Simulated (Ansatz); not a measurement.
# AlH3S2: one change and its effect

System: AlH3S2, SMILES [SH][AlH][SH].
Method of run 1: RHF-CCSD(T), frozen core/def2-TZVPP (Ansatz 0.2.0).

The geometry: displaced from a GFN2-xTB structure. Text and figures count atoms from 1; the logs count them from 0 in places.

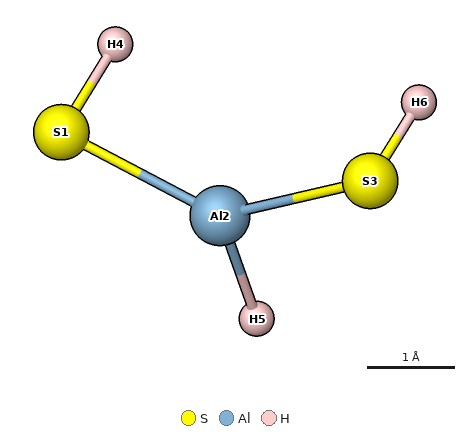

Figure 1. The structure (ball-and-stick view, seen at a tilt; atoms are numbered from 1 in the order of the input). Sticks mark near contacts.

## The input, run 1
```yaml
crystal:
  periodic: [false, false, false]
  atoms:
    - {symbol: S, position_ang: [-1.271300, -1.189600, -1.183400]}
    - {symbol: Al, position_ang: [0.319800, -0.068200, -0.483900]}
    - {symbol: S, position_ang: [1.263000, -0.254000, 1.471900]}
    - {symbol: H, position_ang: [-2.027200, -0.413900, -0.390700]}
    - {symbol: H, position_ang: [1.091300, 1.132800, -1.285200]}
    - {symbol: H, position_ang: [0.619800, 0.375300, 2.215700]}
basis:
  gaussian: {orbitals: def2-TZVPP}
correlation: {method: ccsd_t}
output: {forces: true}
```

Hardware: 4 CPU threads, shared host.

## Output (run 1)
```
Functional definition: HF
  exchange = exact_x
  correlation = 0
956 factors; integrals over basis functions are off by at most 7.5e-4 eV
mean field evaluation 1: about -28265.7444 eV, gradient 1.8e1 eV
mean field evaluation 2: about -28265.8965 eV, gradient 1.9e1 eV
mean field evaluation 4: about -28267.2486 eV, gradient 2.3e0 eV
mean field evaluation 8: about -28267.2829 eV, gradient 1.6e-1 eV
mean field evaluation 16: about -28267.2831 eV, gradient 1.6e-6 eV
mean field -28267.28310682 eV, -1038.8034939231 hartree, gradient 1.6e-6 eV, S^2 0.000000; 0 other end points of the search recorded, 0 dependent functions left out
15 core orbitals not correlated: weight in the atoms' cores, before any rotation towards them, 1.000 or more for the frozen orbitals, at most 0.000 for the correlated occupied ones
reference -28267.28310682 eV, -1038.8034939231 hartree; 9, 9 occupied and 144, 144 virtual orbitals, 956 factors
second order -11.77691787 eV of doubles, -0.00000000 eV of singles
cycle   1  -12.65856036 eV  change   -8.8e-1 eV  update   7.5e-2
cycle   2  -13.00146215 eV  change   -3.4e-1 eV  update   2.3e-2
cycle   3  -13.03810203 eV  change   -3.7e-2 eV  update   8.9e-3
cycle   4  -13.03378826 eV  change    4.3e-3 eV  update   2.9e-3
cycle   5  -13.03263706 eV  change    1.2e-3 eV  update   1.1e-3
cycle   6  -13.03244721 eV  change    1.9e-4 eV  update   4.4e-4
cycle   7  -13.03248891 eV  change   -4.2e-5 eV  update   1.7e-4
cycle   8  -13.03255585 eV  change   -6.7e-5 eV  update   7.1e-5
cycle   9  -13.03254919 eV  change    6.7e-6 eV  update   2.5e-5
cycle  10  -13.03254249 eV  change    6.7e-6 eV  update   9.3e-6
cycle  11  -13.03254658 eV  change   -4.1e-6 eV  update   3.9e-6
perturbative correction -0.56279913 eV, -0.0206824864 hartree
the calculation of the forces begins
Total energy: -28280.87845252 eV, -1039.3031136624 hartree
Atom 0 at    -1.271300    -1.189600    -1.183400 Å, force    -1.666301    -1.197765    -0.908887 eV/Å
Atom 1 at     0.319800    -0.068200    -0.483900 Å, force     2.101934     2.294367     0.264449 eV/Å
Atom 2 at     1.263000    -0.254000     1.471900 Å, force     4.439094    -4.250781    -3.887697 eV/Å
Atom 3 at    -2.027200    -0.413900    -0.390700 Å, force    -0.167101    -0.054798     0.137320 eV/Å
Atom 4 at     1.091300     1.132800    -1.285200 Å, force    -0.473068    -0.704864     0.008547 eV/Å
Atom 5 at     0.619800     0.375300     2.215700 Å, force    -4.234558     3.913841     4.386269 eV/Å
Dipole moment:    -0.298196     0.092256     0.004118 e Å
```

The input of run 2 differs as follows (lines with − go, lines with + come):
```diff
-correlation: {method: ccsd_t}
+hamiltonian: {xc: {name: B97M-V}}
```

What does this change do to the results?

The total energies belong to different methods, so their difference says nothing on which is more stable or more accurate. The dipole moment goes from 1.50 to 1.58 D.

## Output (run 2)
```
Functional definition: B97M-V
  parameter cx00 = 1.000
  parameter cx01 = 1.308
  parameter cx02 = 1.901
  parameter cx10 = 0.416
  parameter cx11 = 3.070
  parameter css00 = 1.000
  parameter css02 = -1.855
  parameter css10 = -5.668
  parameter css32 = -20.497
  parameter css42 = -20.364
  parameter cos00 = 1.000
  parameter cos01 = 1.573
  parameter cos03 = -6.298
  parameter cos10 = 2.535
  parameter cos32 = -6.427
  parameter b = 6.0
  parameter c = 0.01
  gx(w, u) = cx00 + cx01*u + cx02*u^2 + (cx10 + cx11*u)*w
  gss(w, u) = css00 + css02*u^2 + css10*w + (css32*w^3 + css42*w^4)*u^2
  gos(w, u) = cos00 + cos01*u + cos03*u^3 + cos10*w + cos32*w^3*u^2
  exchange = spin_sum(e_x_unif_s*gx(b97_w, b97_u_x))
  correlation = spin_sum(e_c_pw_mod_same_spin*gss(b97_w, b97_u_same))
      + integral(e_c_pw_mod_opposite_spin*gos(b97_w_opposite, b97_u_opposite)) + vv10(b, c)
1014 factors; their error is unknown
mean field evaluation 1: about -28309.4571 eV, gradient 2.7e1 eV
mean field evaluation 2: about -28309.8100 eV, gradient 2.7e1 eV
mean field evaluation 4: about -28311.5551 eV, gradient 1.7e0 eV
mean field evaluation 8: about -28311.5557 eV, gradient 3.0e-2 eV
mean field evaluation 16: about -28311.5557 eV, gradient 3.2e-5 eV
mean field -28311.55567466 eV, -1040.4304807820 hartree, gradient 3.2e-5 eV, S^2 0.000000; 0 other end points of the search recorded, 0 dependent functions left out
the calculation of the forces begins
reference -28311.55573087 eV, -1040.4304828479 hartree; 24, 24 occupied and 144, 144 virtual orbitals, 1014 factors
Total energy: -28311.55573087 eV, -1040.4304828479 hartree
Atom 0 at    -1.271300    -1.189600    -1.183400 Å, force    -1.481841    -1.015863    -0.791382 eV/Å
Atom 1 at     0.319800    -0.068200    -0.483900 Å, force     1.950660     2.134747     0.337167 eV/Å
Atom 2 at     1.263000    -0.254000     1.471900 Å, force     4.356044    -4.223181    -4.024130 eV/Å
Atom 3 at    -2.027200    -0.413900    -0.390700 Å, force    -0.129131    -0.085594     0.108047 eV/Å
Atom 4 at     1.091300     1.132800    -1.285200 Å, force    -0.473206    -0.710241     0.006361 eV/Å
Atom 5 at     0.619800     0.375300     2.215700 Å, force    -4.222527     3.900132     4.363937 eV/Å
Dipole moment:    -0.320618     0.066629     0.031839 e Å
```

## The two runs side by side

| quantity | run 1 | run 2 |
| --- | --- | --- |
| outcome | converged | converged |
| total energy (hartree) | −1039.303114 | −1040.430483 |
| dipole moment (D) | 1.50 | 1.58 |
| largest force (eV/Å) | 7.272 | 7.280 |
| basis functions | 168 | 168 |
| wall time (shared host) | 32 s | 2 s |
